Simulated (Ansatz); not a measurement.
# H₆N₂Si···SiH₄: what the fields show

```xyz
14

Si   -0.4219   -0.5331    1.3667
N     0.9758    0.4328    1.5584
H    -0.0624   -1.4371    0.2324
H    -0.8217   -1.3937    2.5183
N    -1.7700    0.4954    1.1457
H     1.9460   -0.1921   -1.5942
Si    0.7327   -0.0336   -2.4335
H     1.8768    0.0992    1.2606
H     1.0473    1.1236    2.2869
H    -2.6885    0.2039    1.4344
H    -1.8028    1.1600    0.3901
H    -0.2583    0.8215   -1.7339
H     0.1370   -1.3632   -2.7158
H     1.1098    0.6162   -3.7162
```

The reactant side of a reaction path; geometry: PBE0-D4/def2-TZVP; a saddle point, not a minimum.

All numbers below come from RKS PBE0-D4/def2-TZVPP (Ansatz).

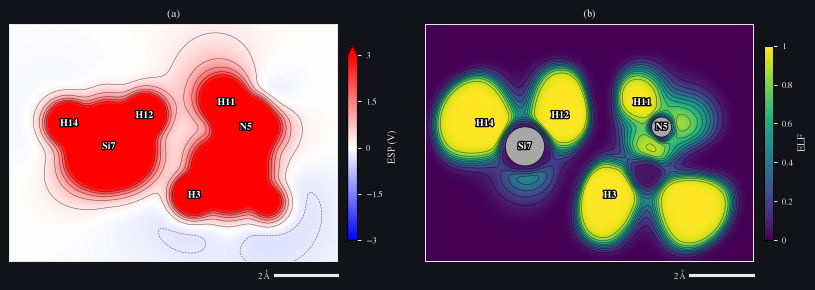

Figure 1. (a) molecular electrostatic potential; (b) ELF on the plane of atoms H12, Si7 and H14. Grey discs cover the atomic cores in the ELF map.

Describe what can be read from this map.

- Atoms in the plane: H, N and Si.
- N–H (1.01 Å): the ELF climbs to about 1 towards the hydrogen, as it does in any bond to H: a covalent bond by its length.
- Si–H (1.48 Å): the ELF climbs to about 1 towards the hydrogen.
- Outside the dense part of the complex the potential is most negative (−0.4 V) near H4, which lies off the plane.

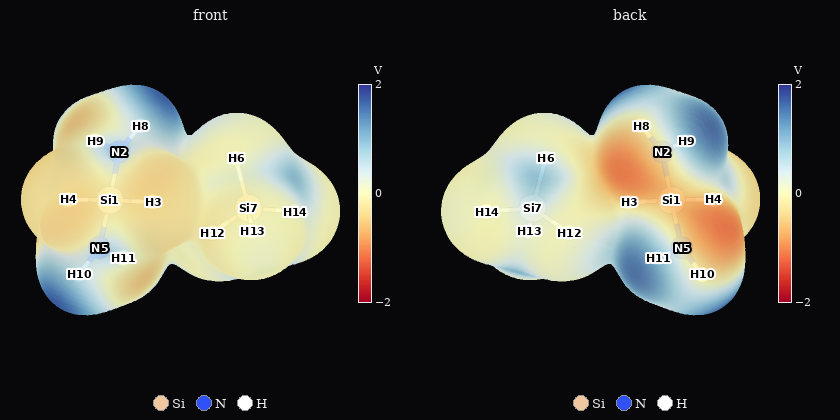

Figure 2. The electrostatic potential painted on the density surface at 0.002 e/bohr³, seen from the front and from behind; red is negative and blue positive.

Where is the surface potential most negative and most positive?

The most negative region (about −1.1 V) lies over N2 and N5, the most positive (about +1.7 V) over H8, H9 and H10.

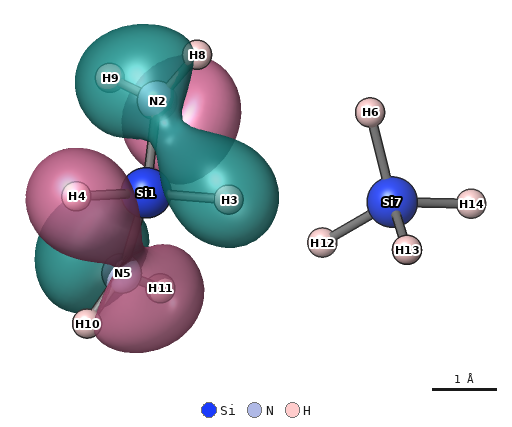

Figure 3. The HOMO at ±0.1 Å⁻³ᐟ² (teal and pink are the two phases), seen across its widest extent.

Describe this orbital and give its energy.

Its weight (Hirshfeld) is mainly on N2 (about 30 %), N5 (about 30 %), Si1 (about 15 %), H4 (about 10 %) and H3 (about 5 %). Its energy is −7.23 eV.
